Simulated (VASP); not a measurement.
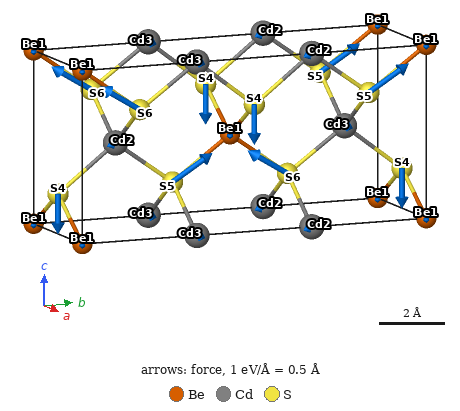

Starting geometry of crystalline BeCd$_{2}$S$_{3}$ (a generated structure, set up in Imm2) with the computed forces as blue arrows. A ball-and-stick model of the conventional cell (2 times the calculation's cell), seen slightly off an axis. Lengths and directions refer to the drawn axes.

The run lets cell and atoms move.

Level of theory: Kohn-Sham DFT of a periodic cell, PBE, VASP PAW PBE potentials, recommended in VASP.

The input:
```
SYSTEM = BeCd2S3
ALGO     = Fast           ! electronic algorithm
EDIFF    = 1E-4           ! SCF threshold, eV
EDIFFG   = -0.08          ! ionic threshold
ENCUT    = 520            ! plane-wave cutoff, eV
GGA      = PE             ! functional
IBRION   = 2              ! ionic algorithm
ISIF     = 3              ! what is computed and relaxed
ISMEAR   = 0              ! smearing method
LASPH    = .TRUE.         ! aspherical terms in the spheres
LCHARG   = .FALSE.        ! write CHGCAR
LREAL    = .FALSE.        ! projectors in reciprocal space
LWAVE    = .FALSE.        ! write WAVECAR
NELM     = 60             ! most SCF steps
NSW      = 24             ! ionic steps
PREC     = Normal         ! precision mode
SIGMA    = 0.15           ! smearing width, eV
```

Run as
```bash
cat potpaw_PBE.64/Be/POTCAR potpaw_PBE.64/Cd/POTCAR potpaw_PBE.64/S/POTCAR > POTCAR
mpirun -np 1 vasp_std > vasp.out
```

> What follows when this structure is relaxed?

It isn't relaxed: the largest force vector, on S atoms, is 3.13 eV/Å. The atoms end up moving mostly along the starting forces (cosine between the two patterns 0.99). After 12 geometry steps the energy has fallen by 1.580 eV per cell of the calculation. Largest force component: 2.7 eV/Å at the start, 0.034 eV/Å at the end. The pressure goes from 10.95 to −0.15 GPa. The largest moves relative to the cell, 0.30 Å, are those of S5 and S6. S5 goes along [0 1 2]. By element the largest moves are S 0.30 Å, Cd 0.09 Å, Be 0.05 Å. The volume changes by +8.0 %, with a 3.840 → 3.877 Å (+1.0 %), b 11.520 → 11.790 Å (+2.3 %), c 5.430 → 5.673 Å (+4.5 %). Among the contacts that change: Be1–S5 2.355 → 2.103 Å, Cd2–S5 2.345 → 2.556 Å, Cd2–S6 2.351 → 2.551 Å, Cd2–S4 2.419 → 2.557 Å. Bond angles that change, for instance: Cd3–S5–Cd3 109.5° → 98.9°, S6–Cd2–S6 109.5° → 98.9°, Cd2–S4–Cd3 105.4° → 95.4°. The space group stays Imm2 (No. 44). It ran on 1 thread of AMD EPYC 7R13 Processor (Zen 3), on a shared host.
